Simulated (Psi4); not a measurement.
**BH2F (SMILES [H]B([H])F) at wB97X/def2-TZVPPD**

What is the vertical electron affinity of BH2F at wB97X/def2-TZVPPD? The job is set up through a Python script.

Program for the calculation: Psi4 1.11.

**1. The molecule**

The species is BH2F (4 atoms), meant as a singlet with charge 0. SMILES: `[H]B([H])F`. The coordinates come from a GFN2-xTB relaxation.

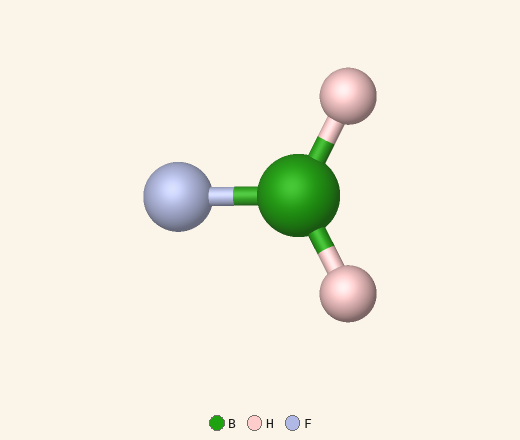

Viewed from a chosen angle; boron green, hydrogen pink, fluorine light blue.

**2. Energy and forces at wB97X/def2-TZVPPD**

Contents of job.py:

```python
import psi4

psi4.set_memory('1600 MB')
psi4.set_num_threads(1)
psi4.core.set_output_file('run.log', False)

molecule = psi4.geometry("""
0 1
B      0.029990     0.049200     0.000600
H      1.198420    -0.033970     0.015630
H     -0.578270     1.050180    -0.019450
F     -0.650140    -1.065400     0.003230
units angstrom
symmetry c1
no_reorient
no_com
""")

options = {'basis': 'def2-TZVPPD', 'puream': True, 'e_convergence': 1e-09, 'd_convergence': 1e-08, 'scf_type': 'pk', 'dft_radial_points': 99, 'dft_spherical_points': 590}
psi4.set_options(options)

e, wfn = psi4.gradient('wb97x', return_wfn=True)
psi4.oeprop(wfn, 'DIPOLE', 'MULLIKEN_CHARGES', 'LOWDIN_CHARGES')
print('gradient / Eh bohr^-1')
print(e.np.round(6))
print(f'energy = {wfn.energy():.10f} Eh')
```

Command:

```sh
python job.py
```

run.log, shortened:

```text
[...]
  Running in c1 symmetry.
[...]
  Nuclear repulsion =   27.508348170859016
[...]
  Multiplicity = 1
[...]
  Nalpha       = 8
  Nbeta        = 8
[...]
    Number of basis functions: 111
[...]
   @RKS iter   1:  -125.91781282630073   -6.71912e-01   2.93180e-03 ADIIS/DIIS
[...]
   @RKS iter  10:  -125.94901065010592   -1.67688e-12   1.80887e-09 DIIS
[...]
    Orbital Energies [Eh]
    ---------------------
    Doubly Occupied:
       1A    -24.756710     2A     -6.894658     3A     -1.350912
       4A     -0.688496     5A     -0.602997     6A     -0.581943
       7A     -0.567998     8A     -0.438016
[...]
  @RKS Final Energy:  -125.94901065010592
   => Energetics <=
    Nuclear Repulsion Energy =             27.5083481708590156
    One-Electron Energy =                -227.9258304425268022
    Two-Electron Energy =                  85.2866787428269930
    DFT Exchange-Correlation Energy =     -10.8182071212651287
    Empirical Dispersion Energy =           0.0000000000000000
    VV10 Nonlocal Energy =                  0.0000000000000000
    Total Energy =                       -125.9490106501059188
[...]
  -Total Gradient:
     Atom            X                  Y                   Z
    ------   -----------------  -----------------  -----------------
       1       -0.002502429628    -0.004071451878     0.000239715677
       2       -0.012394875827    -0.000395941193    -0.000237485493
       3        0.005325825969    -0.011206359005     0.000112376996
       4        0.009667178240     0.015830589885    -0.000114988715
[...]
 Multipole Moments:
 ------------------------------------------------------------------------------------
     Multipole            Electronic (a.u.)      Nuclear  (a.u.)        Total (a.u.)
 ------------------------------------------------------------------------------------
 L = 1.  Multiply by 2.5417464519 to convert [e a0] to [Debye]
 Dipole X            :          9.7587740           -9.6020008            0.1567732
 Dipole Y            :         15.9915997          -15.7345967            0.2570030
 Dipole Z            :         -0.0531710            0.0533848            0.0002138
 Magnitude           :                                                    0.3010455
[...]
  Mulliken Charges: (a.u.)
   Center  Symbol    Alpha    Beta     Spin     Total
       1     B     2.45810  2.45810  0.00000  0.08380
       2     H     0.46177  0.46177  0.00000  0.07646
       3     H     0.46176  0.46176  0.00000  0.07647
       4     F     4.61836  4.61836  0.00000 -0.23673
   Total alpha =  8.00000, Total beta =  8.00000, Total charge = -0.00000
  Lowdin Charges: (a.u.)
   Center  Symbol    Alpha    Beta     Spin     Total
       1     B     2.54256  2.54256  0.00000 -0.08511
       2     H     0.51097  0.51097  0.00000 -0.02194
[...]
```

Standard output:

```text
gradient / Eh bohr^-1
[[-0.002502 -0.004071  0.00024 ]
 [-0.012395 -0.000396 -0.000237]
 [ 0.005326 -0.011206  0.000112]
 [ 0.009667  0.015831 -0.000115]]
energy = -125.9490106501 Eh
```

It took 18 s on 1 thread of Intel Xeon 6975P-C (Granite Rapids), shared host; peak memory 0.77 GiB.

**3. The doublet anion, same level**

Contents of calc.py:

```python
import psi4

psi4.set_memory(1600000000)
psi4.set_num_threads(1)
psi4.set_output_file('output.dat', False)

molecule = psi4.geometry("""
-1 2
B      0.05667289     0.09297453     0.00113384
H      2.26468558    -0.06419400     0.02953642
H     -1.09277193     1.98455258    -0.03675517
F     -1.22858654    -2.01331421     0.00610382
units au
symmetry c1
""")

options = {'basis': 'def2-TZVPPD', 'reference': 'uks', 'puream': True, 'e_convergence': 1e-09, 'd_convergence': 1e-08, 'scf_type': 'pk', 'dft_radial_points': 99, 'dft_spherical_points': 590, 'maxiter': 200}
psi4.set_options(options)

e_tot, wfn = psi4.gradient('wb97x', return_wfn=True)
psi4.oeprop(wfn, 'DIPOLE', 'LOWDIN_CHARGES', 'WIBERG_LOWDIN_INDICES')
print('gradient / Eh bohr^-1')
print(e_tot.np.round(6))
print(f'energy = {wfn.energy():.10f} Eh')
```

Command:

```sh
python calc.py
```

output.dat, shortened:

```text
[...]
  Running in c1 symmetry.
[...]
  Nuclear repulsion =   27.508348183973229
[...]
  Multiplicity = 2
[...]
  Nalpha       = 9
  Nbeta        = 8
[...]
    Number of basis functions: 111
[...]
   @UKS iter   1:  -125.78435574099402   -5.38455e-01   4.40275e-03 ADIIS/DIIS
[...]
   @UKS iter  16:  -125.90693472279033   -1.83462e-11   4.60938e-09 DIIS
[...]
   @S^2 Observed:                7.530929118E-01
[...]
  @UKS Final Energy:  -125.90693472279033
   => Energetics <=
    Nuclear Repulsion Energy =             27.5083481839732293
    One-Electron Energy =                -232.1695471076377544
    Two-Electron Energy =                  89.6528145660698925
    DFT Exchange-Correlation Energy =     -10.8985503651956872
    Empirical Dispersion Energy =           0.0000000000000000
    VV10 Nonlocal Energy =                  0.0000000000000000
    Total Energy =                       -125.9069347227903251
[...]
  -Total Gradient:
     Atom            X                  Y                   Z
    ------   -----------------  -----------------  -----------------
       1       -0.033033324560    -0.054132924316    -0.000381152847
       2       -0.021709596119    -0.000896374796    -0.000090622504
       3        0.009132085285    -0.019713280699     0.000518319999
       4        0.045694534469     0.074879739182    -0.000046879977
[...]
 Multipole Moments:
 ------------------------------------------------------------------------------------
     Multipole            Electronic (a.u.)      Nuclear  (a.u.)        Total (a.u.)
 ------------------------------------------------------------------------------------
 L = 1.  Multiply by 2.5417464519 to convert [e a0] to [Debye]
 Dipole X            :         -1.9534308            1.1582294           -0.7952013
 Dipole Y            :         -3.2019319            1.8979247           -1.3040072
 Dipole Z            :         -0.0174480           -0.0071562           -0.0246042
 Magnitude           :                                                    1.5275422
[...]
```

The script printed:

```text
gradient / Eh bohr^-1
[[-3.3033e-02 -5.4133e-02 -3.8100e-04]
 [-2.1710e-02 -8.9600e-04 -9.1000e-05]
 [ 9.1320e-03 -1.9713e-02  5.1800e-04]
 [ 4.5695e-02  7.4880e-02 -4.7000e-05]]
energy = -125.9069347228 Eh
```

Wall time 31 s (1 thread of Intel Xeon 6975P-C (Granite Rapids), shared host); peak memory 0.77 GiB.

**4. What came out**

Level: wB97X/def2-TZVPPD.

| quantity | value |
| --- | --- |
| singlet BH2F: total energy | -125.94901 Eh |
| singlet BH2F: dipole moment | 0.77 D |
| singlet BH2F: HOMO energy | -11.92 eV |
| singlet BH2F: LUMO energy | 1.16 eV |
| singlet BH2F: HOMO–LUMO gap | 13.08 eV |
| singlet BH2F: largest force on an atom | 0.954 eV/Å |
| doublet anion: total energy | -125.90693 Eh |
| doublet anion: HOMO energy (highest over α and β) | 1.19 eV |
| doublet anion: LUMO energy (lowest over α and β) | 5.09 eV |
| doublet anion: ⟨S²⟩ | 0.753 |
| doublet anion: largest force on an atom | 4.511 eV/Å |
| vertical electron affinity (to the doublet anion) | -1.145 eV |

**Reading.** The anion lies 1.14 eV (110 kJ/mol) above the neutral: the electron isn't bound at this level, and such a value depends on the basis. The largest force (singlet BH2F) is 0.95 eV/Å: the shape isn't a stationary point for this species at this level. The HOMO (doublet anion) lies at positive energy, 1.19 eV; only total energies tell whether the electron is bound.
